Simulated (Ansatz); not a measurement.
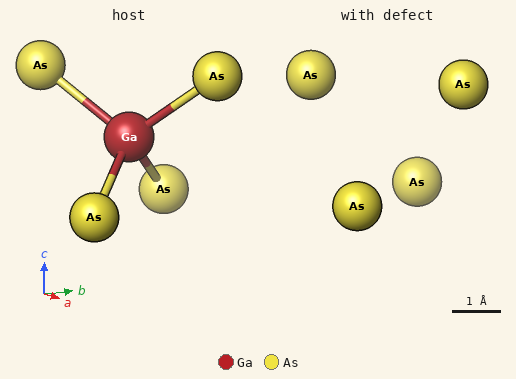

Left: perfect GaAs. Right: the same region with one point defect, after relaxing the atoms in a supercell of 54 sites. Style: ball-and-stick. Shown: the atoms within 3.3 Å of one point, slightly off an axis.

These are results of DFT, PBE, plane-wave PAW, default files, scalar-relativistic, frozen cores in Ansatz 0.2.0, not measurements. (plane-wave cutoff 420 eV; k-point mesh 3 × 3 × 3; occupations fermi dirac; smearing width 0.01 eV; no spin polarisation) A uniform background neutralises the charged cell. The axes drawn are those of the host's conventional cell.

What kind of defect was made?

A gallium atom is taken out (a vacancy).

The charge state of the cell is −3.

What does the relaxation do around it?

Around the empty Ga site the host had 4 As at 2.45 Å; after relaxation the nearest atoms are 4 As at 2.11 to 2.12 Å. Of the host's atoms, an arsenic atom moves furthest from its site, by 0.34 Å. Relaxing the atoms from the host's sites lowers the energy by 1.60 eV.

Limits of the set-up: the cell is charged, on a uniform background, and energies carry no finite-size correction.
